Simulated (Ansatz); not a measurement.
Geometry relaxation of C$_{3}$H$_{10}$O$_{2}$Si (part 1 of 2)

- system: C$_{3}$H$_{10}$O$_{2}$Si
- method: RKS PBE/def2-SVP (Ansatz 0.2.0)

It belongs to a series of runs on one base structure; here: end point A relaxed. Figures and captions count atoms from 1; the log counts them from 0 in places.

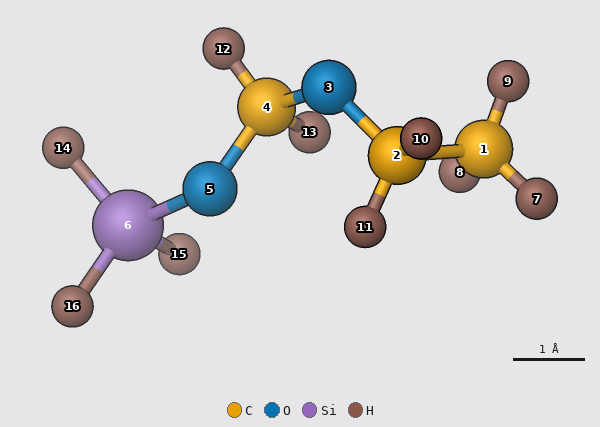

The starting structure (ball-and-stick view, seen at a tilt; atoms are numbered from 1 in the order of the input). Bond lengths as drawn: C–C 1.53 Å, C–H 1.02 to 1.15 Å, C–O 1.41 to 1.45 Å, H–Si 1.46 to 1.50 Å and O–Si 1.67 Å.

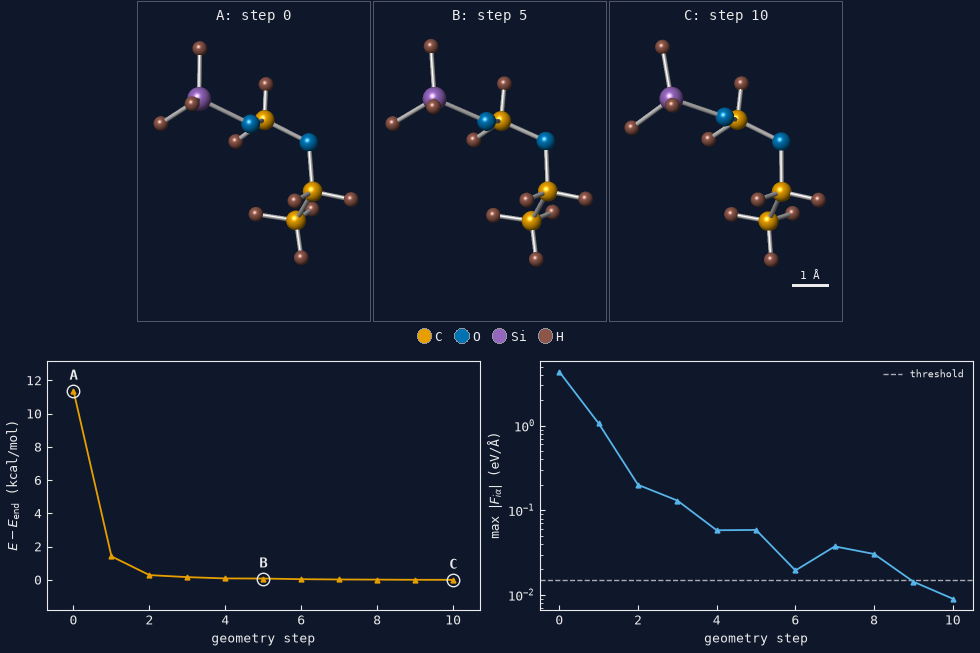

Frames of the relaxation (ball-and-stick view, seen at a tilt) above the curves, on which the letters mark them (the first geometry is step 0 here and step 1 in the log).

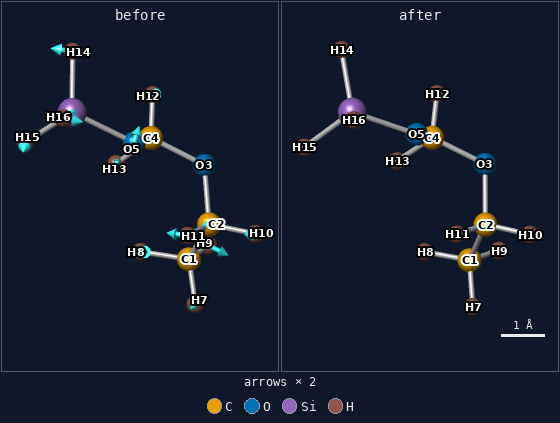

Before (left) and after (right) the relaxation, at one scale (ball-and-stick view, seen at a tilt). The teal arrows give the displacements, magnified 2 times. Over 10 geometry steps the energy falls by 11.4 kcal/mol. Largest force component: 4.3 eV/Å at the start, 0.009 eV/Å at the end. H14 moves most after the best rigid fit: 0.27 Å. By element the largest moves are H 0.27 Å, O 0.21 Å, C 0.09 Å, Si 0.06 Å. Among the contacts that change: C1–H9 1.022 → 1.109 Å, C4–H12 1.046 → 1.114 Å, Si6–H14 1.457 → 1.509 Å, C1–H8 1.144 → 1.110 Å. Among the angles that change: C4–O5–Si6 118.0° → 124.4°, O5–C4–H13 103.6° → 109.1°, O3–C4–H12 111.1° → 105.9°. (Atoms are counted from 1 in the order of the input.)

The input and output of the run follow.

The input
```yaml
crystal:
  periodic: [false, false, false]
  atoms:
    - { symbol: C, position_ang: [-0.1154, -2.4682, -0.2901] }
    - { symbol: C, position_ang: [0.0575, -1.5122, 0.8889] }
    - { symbol: O, position_ang: [1.1057, -0.604, 0.6457] }
    - { symbol: C, position_ang: [0.8554, 0.5372, -0.1359] }
    - { symbol: O, position_ang: [-0.1352, 1.3502, 0.5381] }
    - { symbol: Si, position_ang: [-0.5853, 2.7935, -0.1778] }
    - { symbol: H, position_ang: [-0.8775, -3.19, -0.0586] }
    - { symbol: H, position_ang: [-0.4842, -1.8475, -1.1778] }
    - { symbol: H, position_ang: [0.775, -2.8943, -0.5539] }
    - { symbol: H, position_ang: [0.3459, -2.1212, 1.7756] }
    - { symbol: H, position_ang: [-0.8666, -0.9758, 1.1815] }
    - { symbol: H, position_ang: [1.7337, 1.08, -0.3033] }
    - { symbol: H, position_ang: [0.3293, 0.2216, -1.1129] }
    - { symbol: H, position_ang: [0.5938, 3.6221, -0.39] }
    - { symbol: H, position_ang: [-1.207, 2.4485, -1.4822] }
    - { symbol: H, position_ang: [-1.548, 3.5374, 0.6968] }
basis:
  gaussian: { orbitals: def2-SVP }
hamiltonian:
  xc: pbe
relax:
  f_tol: 0.015
  max_steps: 40
```

Launched with:
```bash
ansatz run input.yaml --threads 2 --pin off --max-ram 3072MiB --backend cpu --events-out ev --progress --plain --runs-dir out
```

Output
```
The last accepted step is kept in [file] (removed where the run ends without a failure and the disk answers)
Engine: ansatz 0.2.0, aarch64-unknown-linux-gnu
Functional definition: PBE
  parameter kappa = 0.804
  parameter beta = 0.06672455060314922
  exchange = pbe_x(kappa = kappa, mu = beta*pi^2/3)
  correlation = pbe_c(beta = beta)
1536 factors; their error is unknown
mean field evaluation 1: about -15213.8018 eV, gradient 6.9e1 eV
mean field evaluation 2: about -15188.5055 eV, gradient 1.3e2 eV
mean field evaluation 4: about -15224.3546 eV, gradient 9.2e0 eV
mean field evaluation 8: about -15224.5325 eV, gradient 2.0e-1 eV
mean field evaluation 16: about -15224.4481 eV, gradient 1.8e-3 eV
mean field -15224.44812611 eV, -559.4881491329 hartree, gradient 7.2e-5 eV, S^2 0.000000; 0 other end points of the search recorded, 0 dependent functions left out
the calculation of the forces begins
reference -15224.44816730 eV, -559.4881506468 hartree; 29, 29 occupied and 109, 109 virtual orbitals, 1536 factors
relax step   1: F+E_penalty+E_count = -15224.44812611 eV  Δ(F+E_penalty+E_count) = +0.000e0 eV  max|allowed force component| = 4.331e0 eV/Å  Δτ_max = 0.0000 Å  (30 SCF iters, accepted)
these checks for a lower state are left out or cut short: starts, cluster_reference, orbital_swaps, neighbouring_geometries, increment
1536 factors; their error is unknown
mean field -15224.88033090 eV, -559.5040323662 hartree, gradient 2.6e-5 eV, S^2 0.000000; 0 other end points of the search recorded, 0 dependent functions left out
the calculation of the forces begins
reference -15224.88037249 eV, -559.5040338946 hartree; 29, 29 occupied and 109, 109 virtual orbitals, 1536 factors
relax step   2: F+E_penalty+E_count = -15224.88033090 eV  Δ(F+E_penalty+E_count) = -4.322e-1 eV  max|allowed force component| = 1.063e0 eV/Å  Δτ_max = 0.0838 Å  (30 SCF iters, accepted)
these checks for a lower state are left out or cut short: starts, cluster_reference, orbital_swaps, neighbouring_geometries, increment
1536 factors; their error is unknown
mean field evaluation 32: about -15224.9292 eV, gradient 1.4e-3 eV
mean field -15224.92924624 eV, -559.5058299716 hartree, gradient 1.6e-5 eV, S^2 0.000000; 0 other end points of the search recorded, 0 dependent functions left out
the calculation of the forces begins
reference -15224.92928800 eV, -559.5058315064 hartree; 29, 29 occupied and 109, 109 virtual orbitals, 1536 factors
relax step   3: F+E_penalty+E_count = -15224.92924624 eV  Δ(F+E_penalty+E_count) = -4.892e-2 eV  max|allowed force component| = 2.001e-1 eV/Å  Δτ_max = 0.0537 Å  (31 SCF iters, accepted)
these checks for a lower state are left out or cut short: starts, cluster_reference, orbital_swaps, neighbouring_geometries, increment
1536 factors; their error is unknown
mean field -15224.93453257 eV, -559.5060242407 hartree, gradient 1.9e-5 eV, S^2 0.000000; 0 other end points of the search recorded, 0 dependent functions left out
the calculation of the forces begins
reference -15224.93457425 eV, -559.5060257723 hartree; 29, 29 occupied and 109, 109 virtual orbitals, 1536 factors
relax step   4: F+E_penalty+E_count = -15224.93453257 eV  Δ(F+E_penalty+E_count) = -5.286e-3 eV  max|allowed force component| = 1.304e-1 eV/Å  Δτ_max = 0.0752 Å  (29 SCF iters, accepted)
these checks for a lower state are left out or cut short: starts, cluster_reference, orbital_swaps, neighbouring_geometries, increment
1536 factors; their error is unknown
mean field -15224.93792335 eV, -559.5061488495 hartree, gradient 1.1e-5 eV, S^2 0.000000; 0 other end points of the search recorded, 0 dependent functions left out
the calculation of the forces begins
reference -15224.93796516 eV, -559.5061503862 hartree; 29, 29 occupied and 109, 109 virtual orbitals, 1536 factors
relax step   5: F+E_penalty+E_count = -15224.93792335 eV  Δ(F+E_penalty+E_count) = -3.391e-3 eV  max|allowed force component| = 5.811e-2 eV/Å  Δτ_max = 0.0484 Å  (30 SCF iters, accepted)
these checks for a lower state are left out or cut short: starts, cluster_reference, orbital_swaps, neighbouring_geometries, increment
1536 factors; their error is unknown
mean field -15224.93825805 eV, -559.5061611496 hartree, gradient 1.2e-5 eV, S^2 0.000000; 0 other end points of the search recorded, 0 dependent functions left out
the calculation of the forces begins
reference -15224.93829987 eV, -559.5061626865 hartree; 29, 29 occupied and 109, 109 virtual orbitals, 1536 factors
relax step   6: F+E_penalty+E_count = -15224.93825805 eV  Δ(F+E_penalty+E_count) = -3.347e-4 eV  max|allowed force component| = 5.856e-2 eV/Å  Δτ_max = 0.0185 Å  (31 SCF iters, accepted)
these checks for a lower state are left out or cut short: starts, cluster_reference, orbital_swaps, neighbouring_geometries, increment
1536 factors; their error is unknown
mean field -15224.93990530 eV, -559.5062216848 hartree, gradient 1.4e-5 eV, S^2 0.000000; 0 other end points of the search recorded, 0 dependent functions left out
the calculation of the forces begins
reference -15224.93994719 eV, -559.5062232243 hartree; 29, 29 occupied and 109, 109 virtual orbitals, 1536 factors
relax step   7: F+E_penalty+E_count = -15224.93990530 eV  Δ(F+E_penalty+E_count) = -1.647e-3 eV  max|allowed force component| = 1.946e-2 eV/Å  Δτ_max = 0.0440 Å  (30 SCF iters, accepted)
these checks for a lower state are left out or cut short: starts, cluster_reference, orbital_swaps, neighbouring_geometries, increment
1536 factors; their error is unknown
mean field evaluation 64: about -15225.0246 eV, gradient 3.6e-2 eV
mean field -15224.94066602 eV, -559.5062496407 hartree, gradient 1.7e-5 eV, S^2 0.000000; 0 other end points of the search recorded, 0 dependent functions left out
the calculation of the forces begins
reference -15224.94070797 eV, -559.5062511823 hartree; 29, 29 occupied and 109, 109 virtual orbitals, 1536 factors
relax step   8: F+E_penalty+E_count = -15224.94066602 eV  Δ(F+E_penalty+E_count) = -7.607e-4 eV  max|allowed force component| = 3.743e-2 eV/Å  Δτ_max = 0.0655 Å  (30 SCF iters, accepted)
these checks for a lower state are left out or cut short: starts, cluster_reference, orbital_swaps, neighbouring_geometries, increment
1536 factors; their error is unknown
mean field -15224.94105021 eV, -559.5062637595 hartree, gradient 1.8e-5 eV, S^2 0.000000; 0 other end points of the search recorded, 0 dependent functions left out
the calculation of the forces begins
reference -15224.94109214 eV, -559.5062653005 hartree; 29, 29 occupied and 109, 109 virtual orbitals, 1536 factors
relax step   9: F+E_penalty+E_count = -15224.94105021 eV  Δ(F+E_penalty+E_count) = -3.842e-4 eV  max|allowed force component| = 3.044e-2 eV/Å  Δτ_max = 0.0182 Å  (31 SCF iters, accepted)
these checks for a lower state are left out or cut short: starts, cluster_reference, orbital_swaps, neighbouring_geometries, increment
1536 factors; their error is unknown
mean field -15224.94148848 eV, -559.5062798656 hartree, gradient 1.8e-5 eV, S^2 0.000000; 0 other end points of the search recorded, 0 dependent functions left out
the calculation of the forces begins
reference -15224.94153037 eV, -559.5062814050 hartree; 29, 29 occupied and 109, 109 virtual orbitals, 1536 factors
relax step  10: F+E_penalty+E_count = -15224.94148848 eV  Δ(F+E_penalty+E_count) = -4.383e-4 eV  max|allowed force component| = 1.431e-2 eV/Å  Δτ_max = 0.0294 Å  (30 SCF iters, accepted)
these checks for a lower state are left out or cut short: starts, cluster_reference, orbital_swaps, neighbouring_geometries, increment
1536 factors; their error is unknown
mean field -15224.94158588 eV, -559.5062834452 hartree, gradient 1.1e-5 eV, S^2 0.000000; 0 other end points of the search recorded, 0 dependent functions left out
the calculation of the forces begins
reference -15224.94162774 eV, -559.5062849832 hartree; 29, 29 occupied and 109, 109 virtual orbitals, 1536 factors
relax step  11: F+E_penalty+E_count = -15224.94158588 eV  Δ(F+E_penalty+E_count) = -9.741e-5 eV  max|allowed force component| = 9.010e-3 eV/Å  Δτ_max = 0.0202 Å  (31 SCF iters, accepted)
1536 factors; their error is unknown
mean field evaluation 96: about -15224.8377 eV, gradient 9.5e0 eV
mean field -15224.94158588 eV, -559.5062834452 hartree, gradient 1.5e-5 eV, S^2 0.000000; 1 other end points of the search recorded, 0 dependent functions left out
the calculation of the forces begins
reference -15224.94162774 eV, -559.5062849832 hartree; 29, 29 occupied and 109, 109 virtual orbitals, 1536 factors
Total energy: -15224.94162774 eV, -559.5062849832 hartree
Atom 0 at    -0.121728    -2.496170    -0.288994 Å, force     0.002250     0.001711    -0.001304 eV/Å
Atom 1 at     0.006758    -1.470721     0.832842 Å, force    -0.002164    -0.003410     0.002215 eV/Å
Atom 2 at     1.130218    -0.599340     0.653333 Å, force    -0.004453     0.008022    -0.003365 eV/Å
Atom 3 at     0.886158     0.513408    -0.134422 Å, force    -0.004136    -0.001534     0.009010 eV/Å
Atom 4 at     0.056187     1.439172     0.555497 Å, force     0.004495    -0.003902    -0.007899 eV/Å
Atom 5 at    -0.606038     2.822768    -0.136834 Å, force    -0.000165     0.003004    -0.005574 eV/Å
Atom 6 at    -0.963275    -3.189420    -0.084639 Å, force    -0.000381    -0.000837    -0.002126 eV/Å
Atom 7 at    -0.318704    -2.016308    -1.270009 Å, force     0.001507    -0.002679     0.008111 eV/Å
Atom 8 at     0.806867    -3.094845    -0.381030 Å, force    -0.005817     0.003404     0.001401 eV/Å
Atom 9 at     0.179584    -1.981372     1.802823 Å, force    -0.001173     0.004827    -0.007969 eV/Å
Atom 10 at    -0.923611    -0.870369     0.944902 Å, force     0.006202    -0.005653    -0.001615 eV/Å
Atom 11 at     1.883062     0.965385    -0.342230 Å, force     0.000230     0.001457    -0.001669 eV/Å
Atom 12 at     0.401893     0.241429    -1.110914 Å, force     0.002668     0.000939     0.002894 eV/Å
Atom 13 at     0.462690     3.810787    -0.533661 Å, force    -0.005654    -0.005233     0.003898 eV/Å
Atom 14 at    -1.407218     2.479336    -1.370124 Å, force     0.002451    -0.000102     0.004223 eV/Å
Atom 15 at    -1.495744     3.423559     0.907559 Å, force     0.004141    -0.000014    -0.000230 eV/Å
Dipole moment:    -0.155676    -0.086303    -0.237765 e Å
```
